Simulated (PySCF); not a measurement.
Si(NH2)4, H₈N₄Si, SMILES N[Si](N)(N)N at its PBE0/def2-SVP optimised geometry (Å):

```
13

N     -0.9541    -1.8312    -1.4336
Si    -0.2743    -1.1368     0.0000
N     -0.6456    -2.0349     1.4335
N     -0.9551     0.4557     0.0000
N      1.4576    -1.1368     0.0000
H     -0.8236    -2.8201    -1.6134
H     -0.9228    -1.3030    -2.2986
H     -1.6062    -2.0792     1.7539
H     -0.1725    -2.9166     1.5981
H     -0.6195     1.1368     0.6715
H     -1.9518     0.5645    -0.1524
H      1.9496    -0.8923     0.8523
H      1.9518    -0.7846    -0.8119
```

Level of theory: PBE0/def2-TZVP run with PySCF 2.14.0.

Map of the Laplacian of the electron density (e/bohr⁵), clipped to [-1.50, 1.50] on the plane z = 0.8 Å:

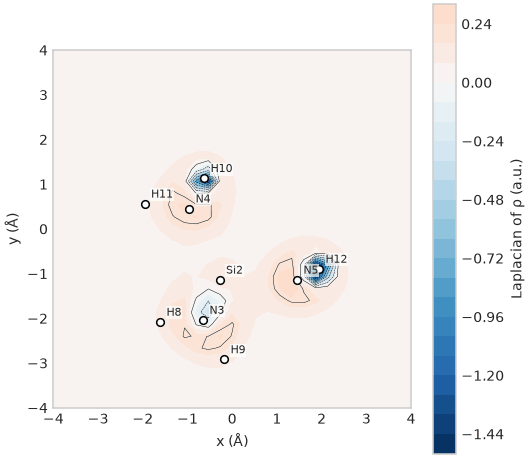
Fig. 1. Laplacian of the electron density (e/bohr⁵), clipped to [-1.50, 1.50] on the plane z = 0.8 Å.
